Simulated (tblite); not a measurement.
# C$_{4}$H$_{13}$PSi$_{2}$: geometry relaxation (part 3 of 4)

Continued. System: C$_{4}$H$_{13}$PSi$_{2}$. Method: GFN2-xTB geometry optimisation, gas phase (tblite 0.8.0). It belongs to a series of runs on one base structure; here: constitutional isomer.

Geometry of the input (Å):
```
C  -1.1060  -2.1524  -0.5254
Si -0.6860  -0.9843  0.8263
C  -1.5999  0.6737  0.7005
C  -0.8108  1.6745  -0.1822
C  0.6517  1.7488  0.3147
Si 1.3952  0.0092  0.4788
P  2.3545  -0.5995  -1.4170
H  -0.4444  -3.0149  -0.5312
H  -2.1332  -2.5238  -0.4101
H  -1.0538  -1.6701  -1.5014
H  -0.8356  -1.5839  2.1899
H  -1.7362  1.0861  1.7072
H  -2.6123  0.5178  0.2869
H  -0.8355  1.3459  -1.2268
H  -1.2769  2.6679  -0.1287
H  0.6830  2.2411  1.3002
H  1.2473  2.3626  -0.3797
H  2.3330  -0.0918  1.6323
H  2.8995  -1.8256  -0.9611
H  3.5613  0.1296  -1.2609
```

## Trajectory as extended XYZ, continued
```
20
Properties=species:S:1:pos:R:3:forces:R:3 step=59 energy=-575.23243
C    -1.1689   -2.1917   -0.5303    0.0070  -0.0050   0.0000
Si   -0.6399   -1.0010    0.8579   -0.0130   0.0050   0.0060
C    -1.5825    0.6630    0.7164    0.0080  -0.0010  -0.0040
C    -0.7753    1.6147   -0.1693   -0.0050   0.0010   0.0020
C     0.6589    1.7707    0.3367   -0.0090   0.0030  -0.0030
Si    1.4269    0.0208    0.5160    0.0030  -0.0080  -0.0130
P     2.3878   -0.4780   -1.4642    0.0180  -0.0080   0.0040
H    -0.5817   -3.1046   -0.5049    0.0000  -0.0100   0.0090
H    -2.2154   -2.4716   -0.4489    0.0040   0.0060  -0.0070
H    -1.0189   -1.7377   -1.5063   -0.0060  -0.0020  -0.0030
H    -0.9195   -1.6263    2.1609    0.0010  -0.0040   0.0040
H    -1.6971    1.1114    1.7050    0.0030  -0.0070  -0.0100
H    -2.5867    0.5467    0.3078    0.0110   0.0040   0.0030
H    -0.7520    1.2222   -1.1907    0.0050   0.0130   0.0070
H    -1.2638    2.5933   -0.2096    0.0000  -0.0060   0.0060
H     0.6440    2.2677    1.3076   -0.0030   0.0040  -0.0010
H     1.2183    2.4145   -0.3429    0.0030   0.0020   0.0000
H     2.4382    0.0453    1.5921   -0.0010   0.0070   0.0050
H     2.8083   -1.7343   -1.0631   -0.0130   0.0100  -0.0020
H     3.6142    0.0854   -1.1583   -0.0130  -0.0030  -0.0010
20
Properties=species:S:1:pos:R:3:forces:R:3 step=61 energy=-575.23256
C    -1.1695   -2.1924   -0.5286    0.0080  -0.0010   0.0020
Si   -0.6388   -1.0024    0.8594   -0.0080   0.0130   0.0020
C    -1.5817    0.6611    0.7156    0.0050   0.0110  -0.0070
C    -0.7757    1.6140   -0.1698    0.0090   0.0070   0.0000
C     0.6578    1.7711    0.3371    0.0060  -0.0040  -0.0020
Si    1.4272    0.0214    0.5140   -0.0020  -0.0060   0.0020
P     2.3907   -0.4728   -1.4657    0.0010  -0.0030  -0.0050
H    -0.5879   -3.1089   -0.4996   -0.0030  -0.0070   0.0040
H    -2.2183   -2.4653   -0.4509    0.0090   0.0050  -0.0100
H    -1.0125   -1.7389   -1.5039   -0.0080  -0.0110  -0.0030
H    -0.9185   -1.6274    2.1625    0.0020  -0.0020   0.0040
H    -1.6970    1.1114    1.7030    0.0000  -0.0110   0.0000
H    -2.5854    0.5442    0.3063    0.0040   0.0000   0.0030
H    -0.7516    1.2232   -1.1916    0.0040   0.0070   0.0040
H    -1.2639    2.5927   -0.2092   -0.0100  -0.0060   0.0070
H     0.6420    2.2680    1.3083   -0.0020  -0.0020  -0.0060
H     1.2185    2.4148   -0.3416   -0.0050   0.0040   0.0000
H     2.4386    0.0467    1.5902   -0.0020   0.0050   0.0040
H     2.8030   -1.7330   -1.0705   -0.0080   0.0020   0.0020
H     3.6178    0.0833   -1.1527   -0.0010  -0.0010   0.0000
20
Properties=species:S:1:pos:R:3:forces:R:3 step=63 energy=-575.23265
C    -1.1697   -2.1929   -0.5273    0.0030   0.0010   0.0010
Si   -0.6383   -1.0026    0.8604    0.0040   0.0000  -0.0030
C    -1.5806    0.6603    0.7147   -0.0020   0.0050   0.0000
C    -0.7753    1.6134   -0.1705    0.0070   0.0060  -0.0010
C     0.6574    1.7713    0.3375    0.0110  -0.0020  -0.0010
Si    1.4276    0.0215    0.5130   -0.0020   0.0000   0.0080
P     2.3929   -0.4680   -1.4671   -0.0130   0.0050  -0.0070
H    -0.5937   -3.1128   -0.4951   -0.0020  -0.0010   0.0020
H    -2.2203   -2.4595   -0.4532    0.0050   0.0010  -0.0050
H    -1.0084   -1.7411   -1.5027    0.0000  -0.0140  -0.0040
H    -0.9170   -1.6283    2.1636    0.0020   0.0020   0.0010
H    -1.6963    1.1108    1.7017   -0.0010  -0.0050   0.0100
H    -2.5842    0.5424    0.3060   -0.0040   0.0010  -0.0030
H    -0.7502    1.2230   -1.1920    0.0030   0.0020  -0.0060
H    -1.2649    2.5911   -0.2099   -0.0100   0.0040   0.0060
H     0.6398    2.2681    1.3086    0.0030  -0.0050  -0.0030
H     1.2183    2.4157   -0.3403   -0.0040   0.0050  -0.0020
H     2.4389    0.0482    1.5895   -0.0040   0.0030   0.0020
H     2.7978   -1.7315   -1.0769   -0.0010  -0.0070   0.0050
H     3.6209    0.0817   -1.1480    0.0060  -0.0010   0.0010
20
Properties=species:S:1:pos:R:3:forces:R:3 step=65 energy=-575.23271
C    -1.1689   -2.1931   -0.5265   -0.0020   0.0000  -0.0020
Si   -0.6383   -1.0025    0.8611    0.0060  -0.0050  -0.0040
C    -1.5804    0.6604    0.7139   -0.0030  -0.0050   0.0050
C    -0.7751    1.6142   -0.1704   -0.0050   0.0000   0.0010
C     0.6578    1.7711    0.3372    0.0000   0.0040  -0.0020
Si    1.4274    0.0211    0.5125    0.0010   0.0030   0.0010
P     2.3934   -0.4669   -1.4683   -0.0080   0.0030   0.0040
H    -0.5955   -3.1146   -0.4927    0.0010   0.0000   0.0020
H    -2.2201   -2.4573   -0.4547   -0.0040  -0.0020   0.0020
H    -1.0063   -1.7428   -1.5022    0.0090  -0.0100  -0.0070
H    -0.9165   -1.6283    2.1646    0.0020   0.0060  -0.0040
H    -1.6970    1.1097    1.7014   -0.0010  -0.0010   0.0060
H    -2.5837    0.5415    0.3049   -0.0030   0.0040  -0.0040
H    -0.7503    1.2252   -1.1926    0.0020   0.0020  -0.0030
H    -1.2660    2.5914   -0.2078   -0.0010   0.0050   0.0030
H     0.6397    2.2677    1.3083    0.0070  -0.0030   0.0040
H     1.2181    2.4161   -0.3403    0.0020   0.0050  -0.0030
H     2.4387    0.0488    1.5889   -0.0020   0.0020   0.0030
H     2.7958   -1.7317   -1.0787   -0.0020  -0.0030   0.0020
H     3.6221    0.0807   -1.1463    0.0000  -0.0040  -0.0020
20
Properties=species:S:1:pos:R:3:forces:R:3 step=68 energy=-575.23281
C    -1.1677   -2.1939   -0.5262   -0.0030  -0.0070  -0.0060
Si   -0.6379   -1.0029    0.8611   -0.0030   0.0060  -0.0090
C    -1.5808    0.6600    0.7134    0.0030   0.0000  -0.0030
C    -0.7757    1.6163   -0.1696   -0.0040  -0.0010   0.0050
C     0.6584    1.7714    0.3362   -0.0090   0.0050   0.0010
Si    1.4269    0.0210    0.5116    0.0020   0.0090  -0.0030
P     2.3924   -0.4678   -1.4689    0.0100  -0.0080   0.0110
H    -0.5952   -3.1158   -0.4902    0.0000  -0.0020   0.0040
H    -2.2192   -2.4572   -0.4561   -0.0030  -0.0020   0.0040
H    -1.0030   -1.7461   -1.5028    0.0100  -0.0050  -0.0040
H    -0.9166   -1.6274    2.1652    0.0020   0.0050  -0.0060
H    -1.6988    1.1078    1.7019   -0.0010  -0.0020  -0.0090
H    -2.5835    0.5413    0.3022    0.0030   0.0030   0.0050
H    -0.7515    1.2312   -1.1937   -0.0060   0.0020   0.0130
H    -1.2673    2.5938   -0.2023    0.0090  -0.0050  -0.0020
H     0.6421    2.2665    1.3080    0.0060   0.0020   0.0030
H     1.2183    2.4168   -0.3417   -0.0010   0.0000   0.0020
H     2.4376    0.0499    1.5882    0.0020   0.0000   0.0050
H     2.7945   -1.7332   -1.0781   -0.0070   0.0080  -0.0040
H     3.6219    0.0789   -1.1461   -0.0090  -0.0060  -0.0060
20
Properties=species:S:1:pos:R:3:forces:R:3 step=70 energy=-575.23293
C    -1.1676   -2.1956   -0.5258    0.0010  -0.0110  -0.0070
Si   -0.6363   -1.0033    0.8602   -0.0070   0.0060  -0.0150
C    -1.5804    0.6587    0.7127    0.0040   0.0090  -0.0090
C    -0.7762    1.6172   -0.1690    0.0080   0.0050   0.0060
C     0.6582    1.7729    0.3357    0.0000  -0.0010   0.0100
Si    1.4273    0.0227    0.5106    0.0000   0.0100   0.0030
P     2.3927   -0.4637   -1.4692    0.0090  -0.0080  -0.0030
H    -0.6008   -3.1208   -0.4835   -0.0030  -0.0040   0.0060
H    -2.2213   -2.4520   -0.4588    0.0070   0.0010  -0.0010
H    -0.9947   -1.7537   -1.5039    0.0020  -0.0010   0.0050
H    -0.9144   -1.6260    2.1653    0.0030   0.0020  -0.0060
H    -1.6994    1.1052    1.7017    0.0000   0.0000  -0.0110
H    -2.5826    0.5406    0.3002    0.0010  -0.0020   0.0070
H    -0.7508    1.2348   -1.1941   -0.0150  -0.0030   0.0150
H    -1.2689    2.5941   -0.1995    0.0080  -0.0020  -0.0030
H     0.6434    2.2652    1.3090    0.0000   0.0100  -0.0010
H     1.2180    2.4195   -0.3415   -0.0100  -0.0060   0.0080
H     2.4370    0.0526    1.5883    0.0020  -0.0010   0.0030
H     2.7872   -1.7327   -1.0838   -0.0050   0.0020  -0.0010
H     3.6244    0.0748   -1.1425   -0.0030  -0.0040  -0.0050
20
Properties=species:S:1:pos:R:3:forces:R:3 step=72 energy=-575.23306
C    -1.1681   -2.1977   -0.5254    0.0060  -0.0050   0.0000
Si   -0.6345   -1.0034    0.8582    0.0010  -0.0020  -0.0100
C    -1.5794    0.6574    0.7116   -0.0030   0.0060  -0.0030
C    -0.7760    1.6172   -0.1686    0.0070   0.0070   0.0020
C     0.6577    1.7746    0.3364    0.0080  -0.0030   0.0130
Si    1.4284    0.0255    0.5101    0.0010  -0.0030   0.0060
P     2.3943   -0.4566   -1.4701   -0.0050   0.0010  -0.0140
H    -0.6101   -3.1278   -0.4747   -0.0030  -0.0080   0.0070
H    -2.2245   -2.4435   -0.4623    0.0100   0.0000  -0.0080
H    -0.9845   -1.7627   -1.5047   -0.0040  -0.0010   0.0060
H    -0.9107   -1.6245    2.1647    0.0030   0.0020  -0.0090
H    -1.6992    1.1027    1.7006    0.0010   0.0050   0.0010
H    -2.5814    0.5393    0.2995   -0.0060  -0.0050   0.0000
H    -0.7497    1.2356   -1.1935   -0.0120  -0.0080   0.0020
H    -1.2701    2.5929   -0.1993    0.0030   0.0130   0.0000
H     0.6432    2.2649    1.3105   -0.0060   0.0180   0.0020
H     1.2169    2.4226   -0.3399   -0.0090  -0.0040   0.0060
H     2.4370    0.0555    1.5891    0.0000  -0.0020   0.0000
H     2.7770   -1.7309   -1.0932    0.0010  -0.0110   0.0040
H     3.6287    0.0697   -1.1370    0.0090  -0.0010  -0.0040
20
Properties=species:S:1:pos:R:3:forces:R:3 step=74 energy=-575.23322
C    -1.1673   -2.2008   -0.5250    0.0080   0.0030   0.0080
Si   -0.6328   -1.0034    0.8552    0.0080   0.0010   0.0050
C    -1.5788    0.6567    0.7097   -0.0090  -0.0020   0.0090
C    -0.7759    1.6189   -0.1673   -0.0090   0.0020  -0.0020
C     0.6576    1.7761    0.3379    0.0000   0.0020   0.0070
Si    1.4294    0.0282    0.5094    0.0030  -0.0170  -0.0020
P     2.3956   -0.4510   -1.4720   -0.0100   0.0050  -0.0050
H    -0.6187   -3.1356   -0.4645    0.0010  -0.0110   0.0030
H    -2.2262   -2.4357   -0.4667    0.0010  -0.0040  -0.0100
H    -0.9734   -1.7725   -1.5050   -0.0030  -0.0030  -0.0030
H    -0.9069   -1.6223    2.1634    0.0020   0.0010  -0.0110
H    -1.7003    1.1000    1.6992    0.0020   0.0070   0.0120
H    -2.5807    0.5375    0.2976   -0.0060  -0.0010  -0.0070
H    -0.7512    1.2386   -1.1926    0.0010  -0.0060  -0.0090
H    -1.2709    2.5940   -0.1966    0.0040   0.0190   0.0020
H     0.6437    2.2659    1.3121   -0.0110   0.0190   0.0070
H     1.2150    2.4251   -0.3383    0.0040   0.0030  -0.0010
H     2.4368    0.0580    1.5895    0.0010  -0.0040  -0.0030
H     2.7670   -1.7305   -1.1016    0.0020  -0.0120   0.0050
H     3.6330    0.0637   -1.1324    0.0110  -0.0010  -0.0050
20
Properties=species:S:1:pos:R:3:forces:R:3 step=76 energy=-575.23338
C    -1.1647   -2.2045   -0.5249    0.0040   0.0050   0.0070
Si   -0.6316   -1.0029    0.8518    0.0030   0.0100   0.0110
C    -1.5796    0.6567    0.7082   -0.0060  -0.0010   0.0110
C    -0.7768    1.6230   -0.1648   -0.0140  -0.0030  -0.0010
C     0.6578    1.7777    0.3392   -0.0120   0.0060  -0.0040
Si    1.4297    0.0293    0.5082    0.0020  -0.0060  -0.0080
P     2.3951   -0.4507   -1.4739    0.0000  -0.0010   0.0080
H    -0.6222   -3.1423   -0.4557    0.0040  -0.0070  -0.0020
H    -2.2251   -2.4331   -0.4714   -0.0070  -0.0070  -0.0070
H    -0.9640   -1.7823   -1.5060    0.0040  -0.0060  -0.0070
H    -0.9046   -1.6193    2.1609    0.0000  -0.0050  -0.0040
H    -1.7027    1.0970    1.6988   -0.0020   0.0030   0.0110
H    -2.5808    0.5365    0.2940    0.0000   0.0040  -0.0030
H    -0.7552    1.2463   -1.1917    0.0120   0.0030  -0.0020
H    -1.2711    2.5991   -0.1888    0.0070   0.0050   0.0010
H     0.6465    2.2683    1.3133   -0.0140   0.0090   0.0010
H     1.2133    2.4268   -0.3382    0.0120   0.0030  -0.0010
H     2.4358    0.0601    1.5894    0.0040  -0.0070  -0.0040
H     2.7601   -1.7328   -1.1040   -0.0010  -0.0010   0.0000
H     3.6349    0.0577   -1.1320    0.0050  -0.0040  -0.0080
20
Properties=species:S:1:pos:R:3:forces:R:3 step=78 energy=-575.23348
C    -1.1632   -2.2060   -0.5251   -0.0020  -0.0010  -0.0010
Si   -0.6315   -1.0021    0.8506   -0.0060   0.0040   0.0010
C    -1.5806    0.6573    0.7083    0.0010   0.0060   0.0020
C    -0.7779    1.6251   -0.1635    0.0010   0.0000   0.0010
C     0.6576    1.7787    0.3395   -0.0050   0.0030  -0.0040
Si    1.4294    0.0291    0.5075   -0.0020   0.0140   0.0000
P     2.3939   -0.4533   -1.4739    0.0050  -0.0040   0.0030
H    -0.6205   -3.1439   -0.4543    0.0020   0.0010   0.0000
H    -2.2236   -2.4355   -0.4731   -0.0020  -0.0030  -0.0020
H    -0.9622   -1.7856   -1.5071    0.0070  -0.0050  -0.0010
H    -0.9047   -1.6184    2.1591   -0.0010  -0.0090   0.0050
H    -1.7037    1.0962    1.6997   -0.0060   0.0010   0.0030
H    -2.5811    0.5372    0.2925    0.0010   0.0040   0.0060
H    -0.7567    1.2504   -1.1913    0.0080   0.0060   0.0040
H    -1.2703    2.6024   -0.1848    0.0020  -0.0060  -0.0020
H     0.6475    2.2703    1.3135   -0.0130  -0.0010  -0.0070
H     1.2135    2.4272   -0.3387    0.0050  -0.0020   0.0040
H     2.4351    0.0605    1.5892    0.0040  -0.0080  -0.0050
H     2.7595   -1.7347   -1.1014   -0.0010   0.0020  -0.0010
H     3.6342    0.0560   -1.1348    0.0030  -0.0040  -0.0070
20
Properties=species:S:1:pos:R:3:forces:R:3 step=81 energy=-575.23359
C    -1.1626   -2.2078   -0.5247   -0.0020  -0.0020  -0.0060
Si   -0.6311   -1.0011    0.8497   -0.0050  -0.0120  -0.0050
C    -1.5809    0.6579    0.7089    0.0020   0.0030  -0.0030
C    -0.7785    1.6261   -0.1627    0.0100   0.0050  -0.0010
C     0.6566    1.7804    0.3402    0.0110   0.0000   0.0040
Si    1.4297    0.0314    0.5069   -0.0040   0.0060   0.0070
P     2.3946   -0.4515   -1.4739   -0.0020   0.0040  -0.0070
H    -0.6239   -3.1479   -0.4498    0.0000   0.0100   0.0060
H    -2.2243   -2.4336   -0.4764    0.0070   0.0010   0.0010
H    -0.9565   -1.7919   -1.5078    0.0050  -0.0020   0.0050
H    -0.9032   -1.6190    2.1579   -0.0010  -0.0060   0.0040
H    -1.7047    1.0956    1.7008   -0.0040   0.0030  -0.0020
H    -2.5810    0.5375    0.2924   -0.0030   0.0040   0.0060
H    -0.7556    1.2522   -1.1905   -0.0030  -0.0010  -0.0030
H    -1.2699    2.6035   -0.1839   -0.0100   0.0010  -0.0030
H     0.6447    2.2724    1.3137   -0.0040  -0.0020   0.0010
H     1.2139    2.4286   -0.3372   -0.0040   0.0010   0.0020
H     2.4359    0.0604    1.5884    0.0020  -0.0050  -0.0060
H     2.7547   -1.7349   -1.1045    0.0010  -0.0030   0.0030
H     3.6370    0.0523   -1.1351    0.0040  -0.0040  -0.0030
20
Properties=species:S:1:pos:R:3:forces:R:3 step=83 energy=-575.23365
C    -1.1622   -2.2095   -0.5242    0.0010   0.0020   0.0000
Si   -0.6304   -1.0013    0.8486    0.0000  -0.0030   0.0030
C    -1.5807    0.6578    0.7084    0.0000  -0.0030  -0.0010
C    -0.7783    1.6271   -0.1623   -0.0030   0.0010  -0.0030
C     0.6563    1.7818    0.3410    0.0010   0.0030   0.0020
Si    1.4301    0.0337    0.5065   -0.0010  -0.0130   0.0000
P     2.3960   -0.4472   -1.4754   -0.0010   0.0010   0.0020
H    -0.6298   -3.1525   -0.4427    0.0030   0.0050   0.0060
H    -2.2254   -2.4283   -0.4800    0.0010   0.0000  -0.0010
H    -0.9482   -1.7987   -1.5075    0.0040   0.0010  -0.0010
H    -0.9009   -1.6190    2.1577   -0.0010  -0.0030  -0.0010
H    -1.7063    1.0946    1.7005    0.0020   0.0030  -0.0030
H    -2.5808    0.5368    0.2918   -0.0020   0.0050   0.0010
H    -0.7554    1.2543   -1.1904   -0.0020  -0.0030  -0.0040
H    -1.2709    2.6040   -0.1828   -0.0070   0.0010  -0.0020
H     0.6425    2.2733    1.3145    0.0030   0.0010   0.0090
H     1.2134    2.4304   -0.3358    0.0000   0.0070  -0.0010
H     2.4367    0.0605    1.5874    0.0030  -0.0030  -0.0040
H     2.7481   -1.7346   -1.1105   -0.0010   0.0020   0.0020
H     3.6411    0.0476   -1.1327    0.0000  -0.0040  -0.0030
20
Properties=species:S:1:pos:R:3:forces:R:3 step=85 energy=-575.23369
C    -1.1615   -2.2106   -0.5240    0.0040   0.0040   0.0030
Si   -0.6302   -1.0016    0.8480   -0.0010   0.0090   0.0040
C    -1.5808    0.6578    0.7080   -0.0010   0.0000  -0.0020
C    -0.7786    1.6283   -0.1619   -0.0050  -0.0030  -0.0010
C     0.6563    1.7830    0.3417   -0.0070   0.0000   0.0000
Si    1.4300    0.0342    0.5061   -0.0010  -0.0030  -0.0040
P     2.3963   -0.4456   -1.4761   -0.0010  -0.0030   0.0030
H    -0.6322   -3.1546   -0.4380    0.0060  -0.0030   0.0050
H    -2.2254   -2.4262   -0.4826   -0.0030  -0.0010  -0.0020
H    -0.9427   -1.8033   -1.5075    0.0030   0.0040  -0.0040
H    -0.8998   -1.6194    2.1572   -0.0020  -0.0020  -0.0010
H    -1.7076    1.0943    1.7003    0.0070   0.0020  -0.0040
H    -2.5809    0.5373    0.2914    0.0000   0.0020  -0.0020
H    -0.7558    1.2563   -1.1905   -0.0010  -0.0010   0.0020
H    -1.2720    2.6051   -0.1814   -0.0010  -0.0050  -0.0020
H     0.6416    2.2742    1.3156    0.0070  -0.0030   0.0030
H     1.2131    2.4321   -0.3352   -0.0020   0.0040   0.0050
H     2.4373    0.0600    1.5863    0.0030  -0.0030  -0.0020
H     2.7443   -1.7346   -1.1129   -0.0030   0.0030   0.0010
H     3.6433    0.0440   -1.1325   -0.0010  -0.0020  -0.0010
```

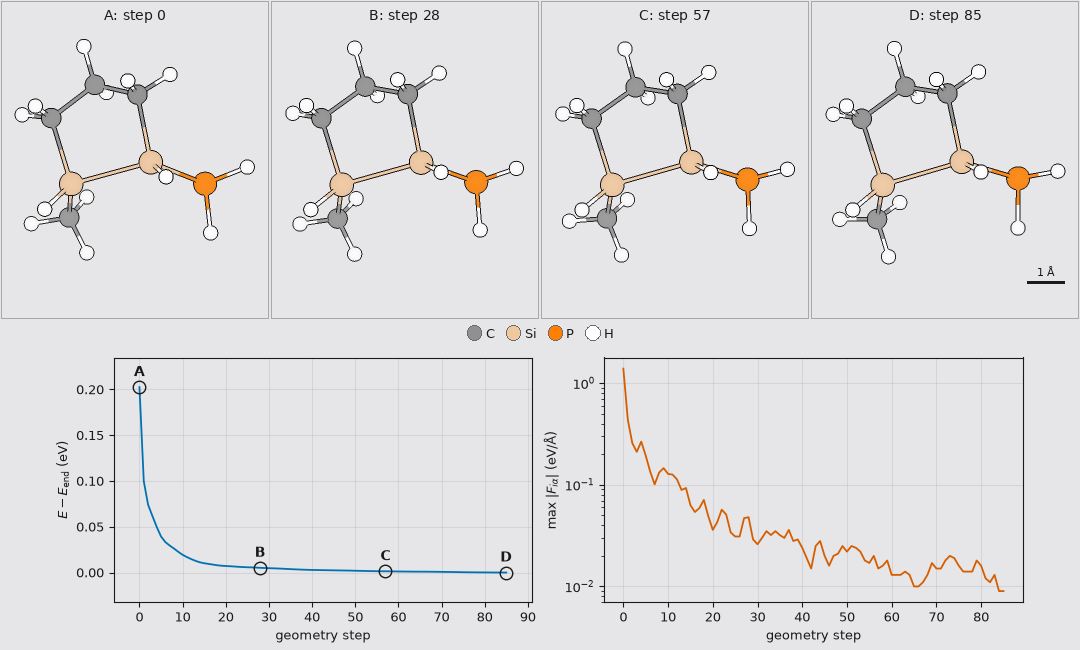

Frames of the relaxation (ball-and-stick view, seen at a tilt) above the curves, on which the letters mark them (steps are counted from 0).
